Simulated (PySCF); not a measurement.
## Electronic structure of C3H4OSi (SMILES O=C1C=C[SiH2]1) in real space

Input

```
{"job": {"kind": "nmr", "xc": "PBE0", "basis": "pcSseg-1"}, "charge": 0, "multiplicity": 1}
O     -0.856664     1.988089     1.003400
C     -0.457828     0.971305     0.495744
C     -1.182406    -0.252940     0.091349
C     -0.203433    -1.025894    -0.411611
Si     1.224173     0.201028    -0.126480
H     -2.239302    -0.448364     0.189234
H     -0.327992    -2.016886    -0.819015
H      2.216631    -0.177497     0.874127
H      1.840382     0.767153    -1.321928
```

Launched as:

```sh
OMP_NUM_THREADS=1 python probes_run.py task.json out
```

Geometry: GFN2-xTB.

Theory: PBE0/pcSseg-1, SCF density, gas phase, non-relativistic in PySCF.

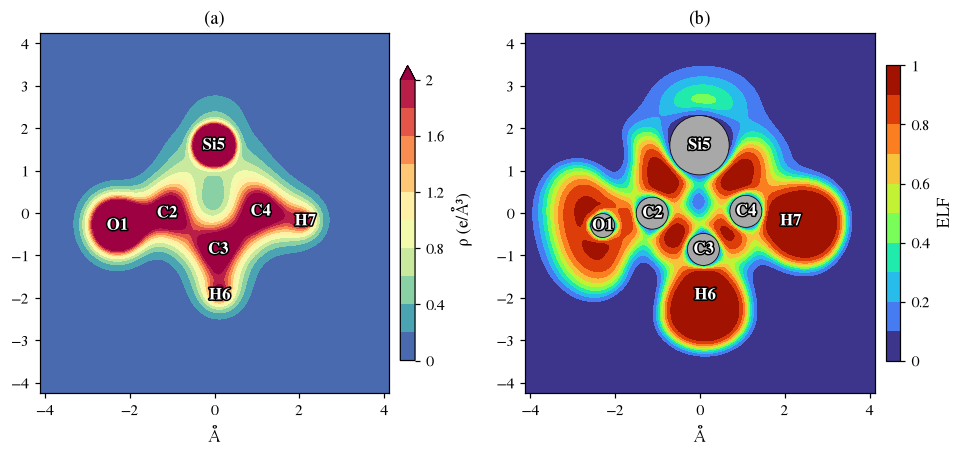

Figure 1. (a) total electron density; (b) ELF on the plane of atoms C2, Si5 and C4. Grey discs cover the atomic cores in the ELF map.

> What does the map show?

Atoms in the plane: O, C, Si and H.
C–O (1.20 Å): ρ at the midpoint is about 3.3 e/Å³; the ELF peaks at about 0.85 between the atoms (a short, multiple covalent bond).
C–C (1.34 Å): the density is about 2.3 e/Å³ at the midpoint; the ELF peaks at about 0.90 between the atoms (a short, multiple covalent bond).
C–Si (1.90 Å): ρ is about 0.88 e/Å³ halfway; the ELF peaks at about 0.95 between the atoms, as expected for a covalent bond.
C–H (1.08 Å): the density is about 2.1 e/Å³ at the midpoint; the ELF climbs to about 1 towards the hydrogen, as it does in any bond to H (a covalent bond by its length).
C–C (1.48 Å): the density is about 1.8 e/Å³ at the midpoint; the ELF peaks at about 0.95 between the atoms; localised, covalent bonding.
The ELF also peaks beside O1, away from the bonds: lone-pair regions.

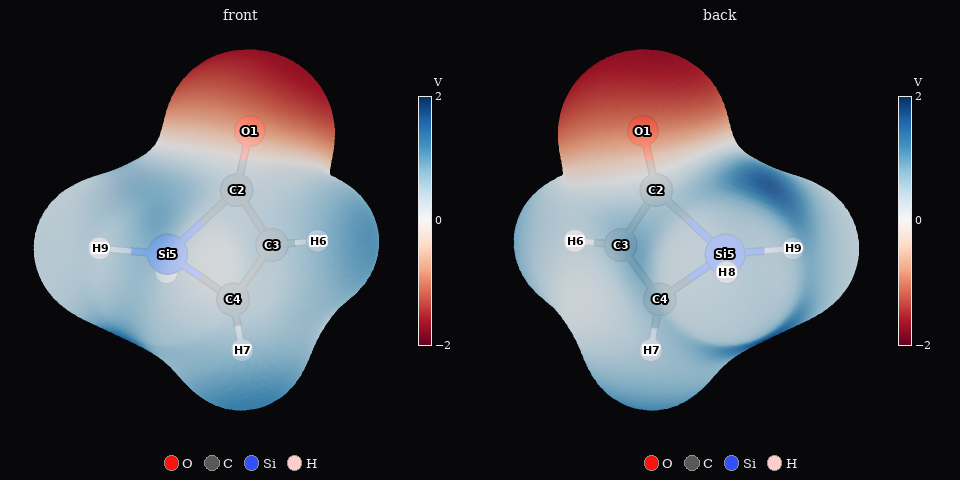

Figure 2. The electrostatic potential painted on the density surface at 0.002 e/bohr³, seen from the front and from behind; the colour scale runs from red (negative) to blue (positive).

> Where is the surface potential most negative and most positive?

The most negative region (about −1.7 V) lies over O1, the most positive (about +1.7 V) over Si5. O1 is the likeliest acceptor of a hydrogen bond.

> What dipole moment does the calculation give?

Its dipole moment is 3.14 D.
